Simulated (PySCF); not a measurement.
C2H4FGeN3 (SMILES Fc1c[n]([GeH3])nn1)

The calculation's input:

```
{"job": {"kind": "uv", "xc": "CAM-B3LYP", "basis": "def2-SVPD", "nstates": 8, "ntriplets": 3}, "charge": 0, "multiplicity": 1}
F      3.315600    -0.247063     0.077512
C      2.035535     0.077088    -0.035487
C      0.936179    -0.687051     0.296927
N     -0.108397     0.109670    -0.010135
Ge    -1.956560    -0.004876    -0.011298
N      0.347455     1.268808    -0.493714
N      1.625808     1.258507    -0.512470
H      0.828711    -1.670373     0.703988
H     -2.342547    -0.618576    -1.316285
H     -2.365451     1.410178     0.138069
H     -2.310907    -0.893641     1.136928
```

Command:

```sh
OMP_NUM_THREADS=1 python probes_run.py task.json out
```

Geometry: GFN2-xTB.

Level of theory: CAM-B3LYP/def2-SVPD, SCF density, gas phase (PySCF 2.14.0).

**What will maps of the electron density and electron localisation function show?**

N–N (1.28 Å): the density is about 3 e/Å³ at the midpoint; the ELF peaks at about 0.90 between the atoms, as expected for localised, covalent bonding.
C–F (1.33 Å): ρ at the midpoint is about 2.4 e/Å³; the ELF peaks at about 0.85 between the atoms; a shared but strongly polarised pair.
C–N (1.34 Å): ρ at the midpoint is about 2.5 e/Å³; the ELF peaks at about 0.90 between the atoms; localised, covalent bonding.
C–C (1.38 Å): the density is about 2.1 e/Å³ at the midpoint; the ELF peaks at about 0.95 between the atoms, as expected for localised, covalent bonding.

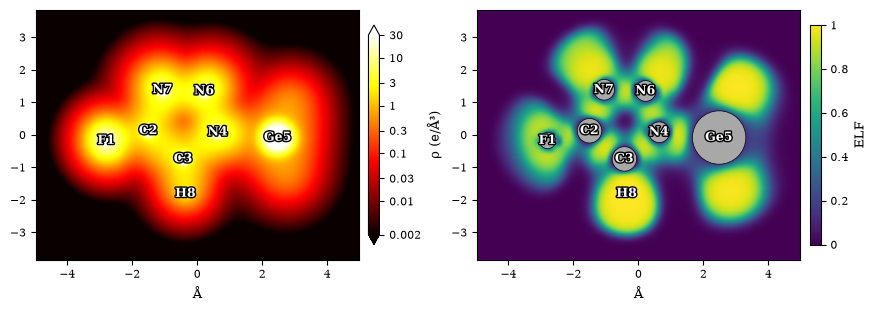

Computed electron density and electron localisation function on the plane of atoms F1, C2 and C3, in this order. Grey discs cover the atomic cores in the ELF map. 
